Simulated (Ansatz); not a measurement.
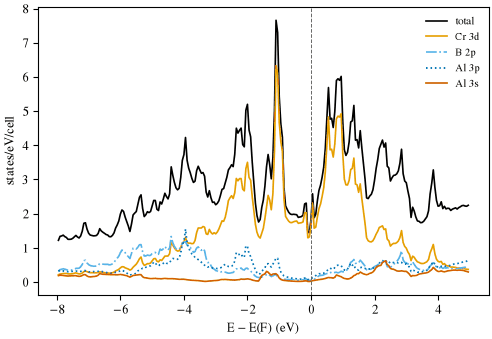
Total and projected density of states of AlCrB in space group Cmcm (No. 63; Al on 4c, B on 4c, Cr on 4c), PBE in the plane-wave PAW code Ansatz

Problem. Which orbitals carry the states next to the Fermi level?

Solution. Within 0.5 eV of the Fermi level: Cr 3d 86 %, Al 3p 7 %. Projections are on Löwdin-orthogonalised atomic valence shells; empty p or d shells of many metals are not among them.

Problem. Where is the tallest occupied peak in this window, and what makes it?

Solution. Near -1.1 eV, about 7.7 states/eV per cell; the largest projected share is Cr 3d.

The start of the workflow was typed in or built on a structure type; neither database checked (COD, Materials Project) lists it. Whether it is the stable phase at ambient conditions was not checked. Symmetry was held in the PBE relaxation; its stability against distortions is not shown here. The workflow began spin-polarised and lost its moments.

Potentials: the earlier of the program's two PAW sets.
